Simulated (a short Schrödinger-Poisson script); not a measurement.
Structure: symmetric double-gate stack, Si3N4 on p-type Si(110), at 300 K.

```csv
layer,material,thickness (nm),Na (cm⁻³)
1,Si3N4,4.1,-
2,Si,5,3e17
3,Si3N4,4.1,-
```

The device is made up for the run: typed textbook-type constants, with dimensions and the other settings drawn at random. Si3N4: permittivity 7.5, conduction-band edge (eV) 1.95, gap (eV) 5.1, electron mass (mₑ) 0.5. Si: permittivity 11.7, conduction-band edge (eV) 0, gap (eV) 1.124, Nv at 300 K (cm⁻³) 3.1e19.

Channel valleys (confinement mass, in-plane density-of-states mass, number): Δ4 0.315, 0.324, 4; Δ2 0.19, 0.417, 2. At the gates, both at one voltage, the conduction-band edge of layer 1 lies 2.75 eV − eVg above the Fermi level of the channel. Gaps are held at their typed values at every temperature. Mesh 0.03 nm at interfaces.

From a short Schrödinger-Poisson script (our own, NumPy): 1D Poisson equation in equilibrium, electrons quantum, Hartree (BenDaniel-Duke, 12 states a valley, the channel's in-plane mass for all, wave functions ending at the dielectric), parabolic valleys, classical holes, full ionisation, no traps, pinning or gate leakage.

Only gate voltages with over 1e8 electrons/cm² are shown.

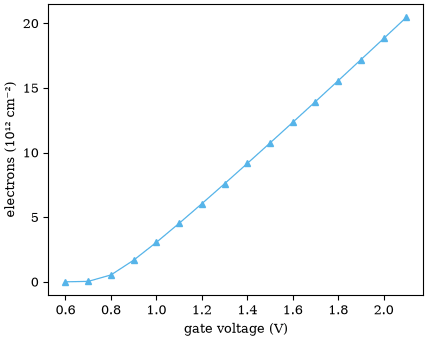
Figure. Sheet density against gate voltage

```csv
Vg (V),electrons (cm⁻²),C (μF/cm²),Δ4 E0 (meV),Δ4 E1 (meV),Δ2 E0 (meV),Δ2 E1 (meV)
0.6,8.22e8,0.00518,256.5,399.5,287.9,525.1
0.7,3.62e10,0.210,158.6,301.5,190.0,427.2
0.8,5.32e11,1.46,88.8,230.5,120.2,356.1
0.9,1.68e12,2.09,58.3,197.3,89.7,322.9
1,3.06e12,2.30,41.9,177.5,73.3,303.2
1.1,4.53e12,2.40,30.7,163.0,62.2,288.7
1.2,6.05e12,2.46,22.2,151.1,53.8,276.9
1.3,7.59e12,2.50,15.2,140.7,47.0,266.7
1.4,9.16e12,2.53,9.3,131.5,41.2,257.5
1.5,1.07e13,2.55,4.1,123.0,36.2,249.2
1.6,1.23e13,2.57,-0.6,115.1,31.8,241.4
1.7,1.39e13,2.58,-4.9,107.7,27.7,234.2
1.8,1.56e13,2.60,-8.8,100.7,24.1,227.4
1.9,1.72e13,2.61,-12.5,94.1,20.7,221.0
2,1.88e13,2.62,-15.9,87.7,17.6,214.9
2.1,2.05e13,2.64,-19.2,81.7,14.7,209.2
```

Subbands count from the Fermi level. The capacitance is that of both gates.
